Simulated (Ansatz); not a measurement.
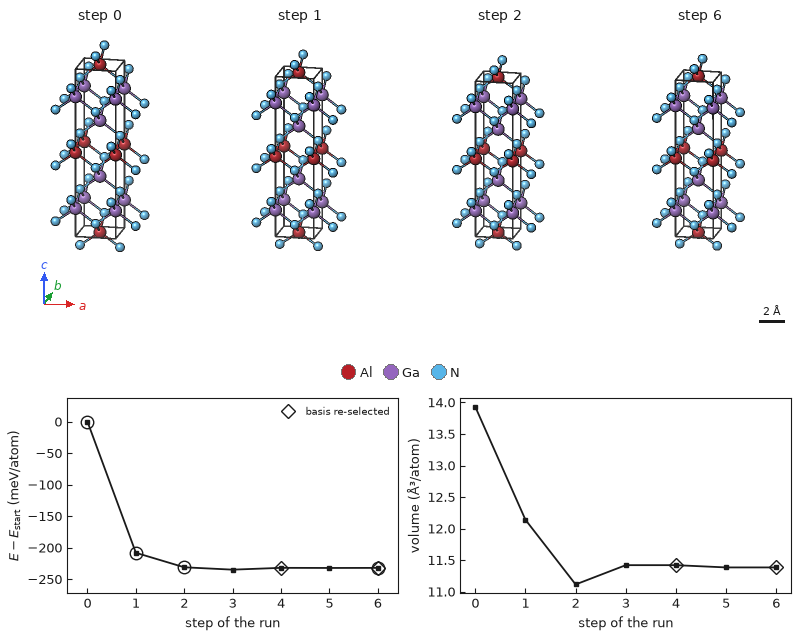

Frames of a relaxation of crystalline AlGa₂N₃ (a generated structure, set up in I-4m2) (coarse preliminary run), marked on the history of the run. A ball-and-stick model of the conventional cell (2 times the calculation's cell), seen from a free direction. Lengths and directions refer to the drawn axes.

All numbers below come from DFT PBE, scalar-relativistic, plane waves, PAW in Ansatz 0.2.0.

The input:
```yaml
crystal:
  lattice:
    - [-1.70133527, 1.70133527, 7.21815423]
    - [1.70133527, -1.70133527, 7.21815423]
    - [1.70133527, 1.70133527, -7.21815423]
  atoms:
    - { symbol: Al, position: [0.5, 0.5, 0.0] }
    - { symbol: Ga, position: [0.83333333, 0.83333333, 0.0] }
    - { symbol: Ga, position: [0.16666667, 0.16666667, 0.0] }
    - { symbol: "N", position: [0.41666667, 0.91666667, 0.5] }
    - { symbol: "N", position: [0.08333333, 0.58333333, 0.5] }
    - { symbol: "N", position: [0.75, 0.25, 0.5] }
basis:
  ecutwfc: 420
kpoints:
  mp_grid: { grid: [8, 8, 8] }
hamiltonian:
  xc: pbe
scf:
  occupations: { method: gaussian, width: 0.1 }
  lower_state_search: "off"
output:
  forces: true
  stress: true
  eigenvalues: true
relax:
  adjacent_minimum: "off"
  f_tol: 0.04
  max_steps: 70
  cell: { stress_tol: 0.4 }
```

Command:
```bash
ansatz run input.yaml --threads 1 --pin off --max-ram 2560MiB --backend cpu --events-out ev --progress --plain --runs-dir out
```

Q: What happens along the run?

A: The largest moves relative to the cell, 0.065 Å, are those of N4 and N5. N5 goes along −c. By element the largest moves are N 0.065 Å, Ga 0.028 Å. Al stays in place. Cell: a = b 3.403 → 3.185 Å (−6.4 %), c 14.436 → 13.472 Å (−6.7 %). Volume −18.3 %. Some distances before and after: Al1–N4 2.084 → 1.911 Å, Ga2–N6 2.084 → 1.964 Å, Ga2–N4 2.084 → 1.970 Å. Bond angles that change, for instance: Al1–N4–Al1 109.5° → 112.8°, N4–Al1–N4 109.5° → 112.8°. The space group stays I-4m2 (No. 119). After 4 accepted moves (6 points after the start) the energy has fallen by 232 meV per atom. The largest force component goes from 0.81 to 0.0057 eV/Å. The pressure goes from −23.27 to −0.01 GPa. The SCF was repeated twice at an unchanged geometry on a basis and grid sized afresh for the cell, which shifted the energy by 2.9 meV per atom at most. From step 0 to 1: N atoms move most (0.04 Å), volume −12.8 %, energy −208 meV per atom. From step 1 to 2: N atoms move most (0.03 Å), volume −8.4 %, energy −23.0 meV per atom. From step 2 to 6: volume +2.4 %, energy −1.0 meV per atom.

```
step  E − E(0), meV/atom  largest force component, eV/Å  pressure, GPa  volume, Å³/atom                      note
   0                0.00                         0.8145         -23.27           13.929                          
   1             -208.03                         0.3903          -9.72           12.140                          
   2             -231.02                         0.1750           4.92           11.116                          
   3             -234.79                         0.0209          -0.20           11.422                          
   4             -231.90                         0.0215          -0.57           11.422  same geometry, new basis
   5             -232.08                         0.0056           0.00           11.386                          
   6             -231.98                         0.0057          -0.01           11.386  same geometry, new basis
```
